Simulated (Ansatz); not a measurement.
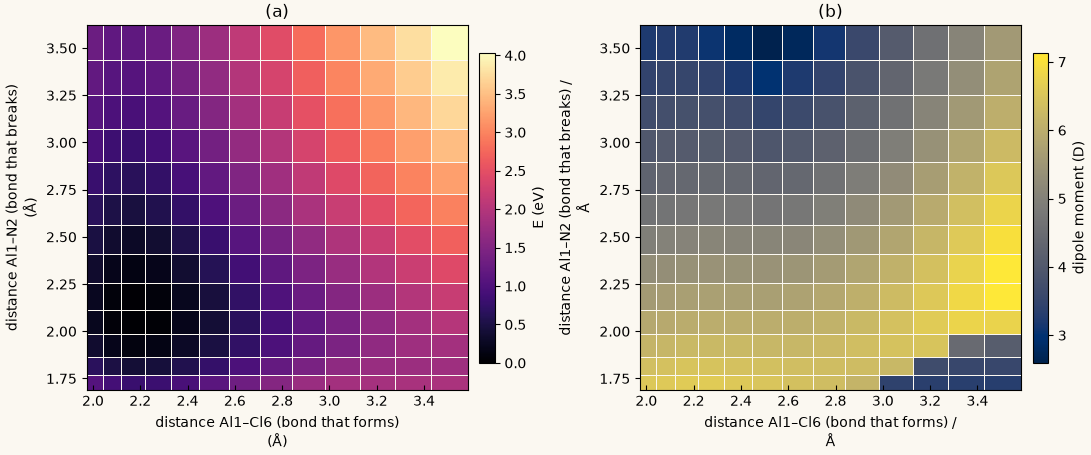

The reacting system AlClH₅N (fragments AlH₄N + ClH where the first distance is long, AlClH₂ + H₃N where the second is long). 
- Coordinates scanned: (1) distance Al1–Cl6 (bond that forms); (2) distance Al1–N2 (bond that breaks).
- Relaxed at each point: all other coordinates.
- The scan uses a 13 × 13 grid.
- Points are written as (first, second).
- All energies are given in eV relative to the lowest grid point.
- The reference is spin-restricted, so regions where a bond is pulled apart into radicals lie too high.
- Level of theory: RKS PBE-D4/def2-SVP (Ansatz 0.2.0).

Panel (a) is the energy and panel (b) the computed dipole moment on the same grid.

Drawn: one coloured cell a grid point.

How does the dipole moment vary over the map, and what is it at the lowest grid point?

Answer. Leaving out the highest fifth of the energies, it runs from 2.59 D at (2.509 Å, 3.528 Å) to 7.13 D at (3.507 Å, 2.184 Å). At the lowest grid point, (2.167 Å, 2.046 Å), it is 5.98 D.
